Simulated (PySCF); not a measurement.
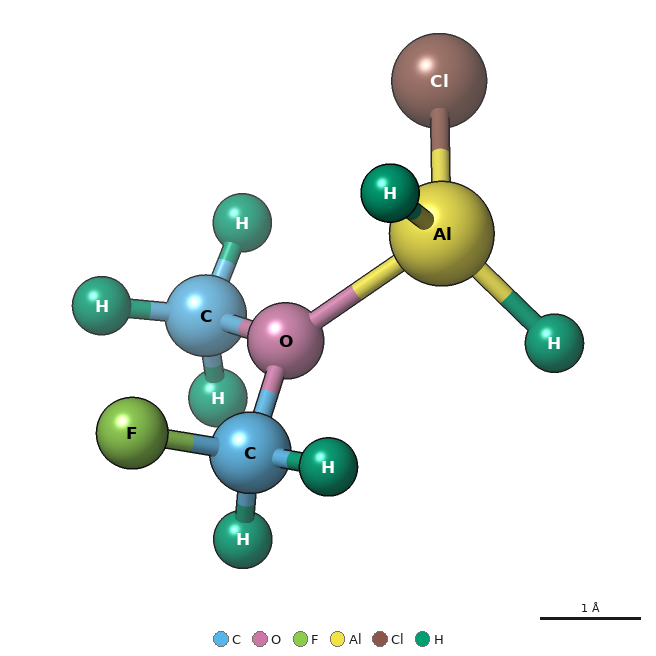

Depth is shown by fading: the farther an atom, the more it takes the colour of the background. The computed structure is the end point of a PBE0-D3(BJ)/def2-SVP optimisation. No frequency run is at hand to confirm it as a minimum. Masses are those of the most abundant isotopes; constants are for the rigid equilibrium geometry.

Classify the rotor and give the rotational constants (cm⁻¹).

An asymmetric top (C1): A = 0.150, B = 0.0367, C = 0.0319 cm⁻¹. Ray's parameter κ is −0.92, close to the prolate limit.
